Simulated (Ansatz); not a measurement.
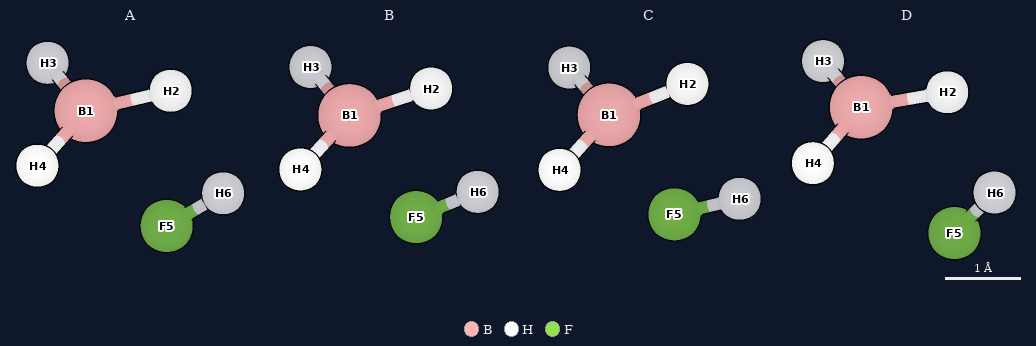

4 geometries from one relaxation of BH$_{4}$F, in shuffled order. A ball-and-stick model, seen from a free direction.

The run prepares an end point of a later path (reaction) calculation, from a guessed geometry.

The calculation used RKS r2SCAN/def2-SVP (Ansatz 0.2.0). Set-up: no spin polarisation; force threshold 0.03 eV/Å; at most 50 steps.

Q: Order the frames from highest to lowest energy.

A: D, A, B, C. They are steps 0, 1, 2, 8, at +0.145 eV, +0.104 eV, +0.021 eV relative to the last. Over 8 geometry steps the energy falls by 0.145 eV. The largest force component goes from 0.35 to 0.0021 eV/Å. F5 moves most after the best rigid fit: 0.43 Å. Largest moves by element: F 0.43 Å, B 0.16 Å, H 0.15 Å. Some distances before and after: B1–F5 2.511 → 1.932 Å, B1–H2 1.202 → 1.215 Å, F5–H6 0.927 → 0.932 Å. The run took 14 s on 1 thread of Arm Neoverse V1, with other jobs on the host, peak memory 0.11 GiB.
